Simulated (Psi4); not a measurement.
**SF (Monosulfur monofluoride) at UTPSS/cc-pVTZ**

Aim: the energy change on altering one bond length of SF (Monosulfur monofluoride) at UTPSS/cc-pVTZ, from 2 runs. 

The results are computed with Psi4 1.11.

11 further runs of the same task are left out: 11 that didn't finish.

## 1. Starting point

SF: 2 atoms, total charge 0, spin state doublet. SMILES: `F[S]`. The shape is that of a PBE0-D4/def2-TZVP optimisation.

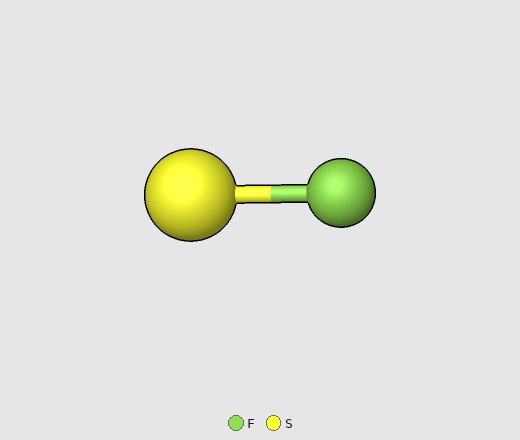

The structure, seen from a chosen angle (fluorine green, sulfur yellow).

## 2. Energy and forces at UTPSS/cc-pVTZ

The input, job.json:

```json
{
 "schema_name": "qcschema_input",
 "schema_version": 1,
 "molecule": {
  "schema_name": "qcschema_molecule",
  "schema_version": 2,
  "symbols": ["F", "S"],
  "geometry": [0.0, 0.0, 0.03046239, 0.0, 0.0, 3.04323385],
  "molecular_charge": 0,
  "molecular_multiplicity": 2,
  "fix_symmetry": "c1",
  "fix_com": true,
  "fix_orientation": true
 },
 "driver": "gradient",
 "model": {
  "method": "tpss",
  "basis": "cc-pVTZ"
 },
 "keywords": {
  "reference": "uks",
  "puream": true,
  "e_convergence": 1e-09,
  "d_convergence": 1e-08,
  "scf_type": "pk",
  "dft_radial_points": 99,
  "dft_spherical_points": 590,
  "maxiter": 100
 }
}
```

Launch:

```bash
$ psi4 --qcschema job.json -n 1 --memory 2200MB
```

stdout, cut to the lines that bear on the results:

```text
[...]
  Running in c1 symmetry.
[...]
  Nuclear repulsion =   47.796522873328065
[...]
  Multiplicity = 2
[...]
  Nalpha       = 13
  Nbeta        = 12
[...]
    Number of basis functions: 64
[...]
   @UKS iter   1:  -498.01810472007600   -1.73484e-01   4.97896e-03 ADIIS/DIIS
[...]
   @UKS iter  11:  -498.04723538310969   -1.13687e-12   4.67653e-09 DIIS
[...]
   @S^2 Observed:                7.542346643E-01
[...]
    Orbital Energies [Eh]
    ---------------------
    Alpha Occupied:
       1A    -88.470455     2A    -24.461605     3A     -7.820494
       4A     -5.805993     5A     -5.804786     6A     -5.786389
       7A     -1.175636     8A     -0.673874     9A     -0.463618
      10A     -0.448761    11A     -0.429579    12A     -0.270692
      13A     -0.227160
    Alpha Virtual:
      14A     -0.089165    15A      0.245417    16A      0.266803
      17A      0.272200    18A      0.282681    19A      0.288181
      20A      0.290710    21A      0.327012    22A      0.357346
      23A      0.469166    24A      0.736069    25A      0.767172
[...]
  @UKS Final Energy:  -498.04723538310969
   => Energetics <=
    Nuclear Repulsion Energy =             47.7965228733280654
    One-Electron Energy =                -783.7917935061636854
    Two-Electron Energy =                 274.0751835647416215
    DFT Exchange-Correlation Energy =     -36.1271483150156740
    Empirical Dispersion Energy =           0.0000000000000000
    VV10 Nonlocal Energy =                  0.0000000000000000
    Total Energy =                       -498.0472353831096939
[...]
 Multipole Moments:
 ------------------------------------------------------------------------------------
     Multipole            Electronic (a.u.)      Nuclear  (a.u.)        Total (a.u.)
 ------------------------------------------------------------------------------------
 L = 1.  Multiply by 2.5417464519 to convert [e a0] to [Debye]
 Dipole X            :          0.0000000            0.0000000            0.0000000
 Dipole Y            :          0.0000000            0.0000000            0.0000000
 Dipole Z            :        -48.7244529           48.9659031            0.2414502
 Magnitude           :                                                    0.2414502
[...]
  -Total Gradient:
     Atom            X                  Y                   Z
    ------   -----------------  -----------------  -----------------
       1        0.000000000000     0.000000000000     0.020098731955
       2        0.000000000000    -0.000000000001    -0.020095440311
[...]
```

The result, in JSON:

```text
{
 "driver": "gradient",
 "model": {
  "method": "tpss",
  "basis": "cc-pVTZ"
 },
 "success": true,
 "return_result": [1.6484914950029906e-13, 1.1016544673283819e-14, 0.020098731954678484, 2.2080596221515648e-13, -1.1215846946967474e-12, -0.020095440310884283],
 "properties": {
  "calcinfo_nbasis": 64,
  "calcinfo_nmo": 64,
  "calcinfo_nalpha": 13,
  "calcinfo_nbeta": 12,
  "calcinfo_natom": 2,
  "nuclear_repulsion_energy": 47.796522873328065,
  "return_energy": -498.0472353831097,
  "return_gradient": [1.6484914950029906e-13, 1.1016544673283819e-14, 0.020098731954678484, 2.2080596221515648e-13, -1.1215846946967474e-12, -0.020095440310884283],
  "scf_one_electron_energy": -783.7917935061637,
  "scf_two_electron_energy": 274.0751835647416,
  "scf_xc_energy": -36.127148315015674,
  "scf_dipole_moment": [7.312183192262001e-15, 2.1583559764617945e-15, 0.2414502259326099],
  "scf_total_energy": -498.0472353831097,
  "scf_total_gradient": [1.6484914950029906e-13, 1.1016544673283819e-14, 0.020098731954678484, 2.2080596221515648e-13, -1.1215846946967474e-12, -0.020095440310884283],
  "scf_iterations": 11
 }
}
```

Run time: 52 s. Hardware: 1 thread of Intel Xeon at 2.50GHz (Skylake/Cascade Lake), shared host; peak memory 0.92 GiB.

## 3. The distorted shape: the energy at UTPSS/cc-pVTZ

The input, job.py:

```python
import psi4

psi4.set_memory(2200000000)
psi4.set_num_threads(1)
psi4.core.set_output_file('fs.out', False)

mol = psi4.geometry("""
0 2
F      0.000000     0.000000    -1.896990
S      0.000000     0.000000     1.610410
symmetry c1
no_reorient
no_com
""")

psi4.set_options({
    'reference': 'uks',
    'puream': True,
    'e_convergence': 1e-09,
    'd_convergence': 1e-08,
    'scf_type': 'pk',
    'dft_radial_points': 99,
    'dft_spherical_points': 590,
    'maxiter': 100,
})

result, w = psi4.energy('tpss/cc-pVTZ', return_wfn=True)
print(f'tpss/cc-pVTZ energy: {result:.10f} Eh')
```

Launch:

```bash
$ python job.py
```

fs.out, cut to the lines that bear on the results:

```text
[...]
  Running in c1 symmetry.
[...]
  Nuclear repulsion =   21.725927563574160
[...]
  Multiplicity = 2
[...]
  Nalpha       = 13
  Nbeta        = 12
[...]
    Number of basis functions: 64
[...]
   @UKS iter   1:  -497.51157269331344   -8.80997e-02   1.16920e-02 DIIS/ADIIS
[...]
   @UKS iter  41:  -497.91736128821947   -3.38787e-11   5.99739e-09 DIIS
[...]
   @S^2 Observed:                1.757199461E+00
[...]
    Orbital Energies [Eh]
    ---------------------
    Alpha Occupied:
       1A    -88.487407     2A    -24.390218     3A     -7.838734
       4A     -5.824638     5A     -5.824638     6A     -5.805742
       7A     -1.000039     8A     -0.705262     9A     -0.334640
      10A     -0.334640    11A     -0.308451    12A     -0.308451
      13A     -0.283878
    Alpha Virtual:
      14A     -0.258177    15A      0.235221    16A      0.235221
      17A      0.236842    18A      0.236842    19A      0.262895
      20A      0.270500    21A      0.271016    22A      0.271016
      23A      0.281914    24A      0.733948    25A      0.733948
[...]
  @UKS Final Energy:  -497.91736128821947
   => Energetics <=
    Nuclear Repulsion Energy =             21.7259275635741602
    One-Electron Energy =                -732.1330089816498230
    Two-Electron Energy =                 248.5068058096163668
    DFT Exchange-Correlation Energy =     -36.0170856797601644
    Empirical Dispersion Energy =           0.0000000000000000
    VV10 Nonlocal Energy =                  0.0000000000000000
    Total Energy =                       -497.9173612882194675
[...]
 Multipole Moments:
 ------------------------------------------------------------------------------------
     Multipole            Electronic (a.u.)      Nuclear  (a.u.)        Total (a.u.)
 ------------------------------------------------------------------------------------
 L = 1.  Multiply by 2.5417464519 to convert [e a0] to [Debye]
 Dipole X            :          0.0000000            0.0000000            0.0000000
 Dipole Y            :         -0.0000000            0.0000000           -0.0000000
 Dipole Z            :        -15.4304323           16.4286175            0.9981853
 Magnitude           :                                                    0.9981853
[...]
```

Standard output:

```text
tpss/cc-pVTZ energy: -497.9173612882 Eh
```

Wall time 85 s (1 thread of Intel Xeon at 2.50GHz (Skylake/Cascade Lake), shared host); peak memory 0.83 GiB.

## 4. What came out

Level: UTPSS/cc-pVTZ.

```
                                                         quantity          value
                                        first shape: total energy  -498.04724 Eh
                                       first shape: dipole moment         0.61 D
                  first shape: HOMO energy (highest over α and β)       -5.93 eV
                   first shape: LUMO energy (lowest over α and β)       -5.32 eV
                                                first shape: ⟨S²⟩          0.754
                            first shape: largest force on an atom     1.034 eV/Å
                                    distorted shape: total energy  -497.91736 Eh
                                   distorted shape: dipole moment         2.54 D
              distorted shape: HOMO energy (highest over α and β)       -7.32 eV
               distorted shape: LUMO energy (lowest over α and β)       -7.03 eV
                                            distorted shape: ⟨S²⟩          1.757
energy change with the F1–S2 bond stretched from 1.594 to 3.507 Å       3.534 eV
```

With the F1–S2 bond stretched from 1.594 to 3.507 Å the energy rises by 3.53 eV (81 kcal/mol). The first shape isn't relaxed at this level, so the change isn't measured from a minimum. The largest force (first shape) is 1.03 eV/Å: the shape isn't a stationary point for this species at this level. ⟨S²⟩ (distorted shape) is 1.76 where a pure doublet has 0.75: the reference is spin-contaminated.
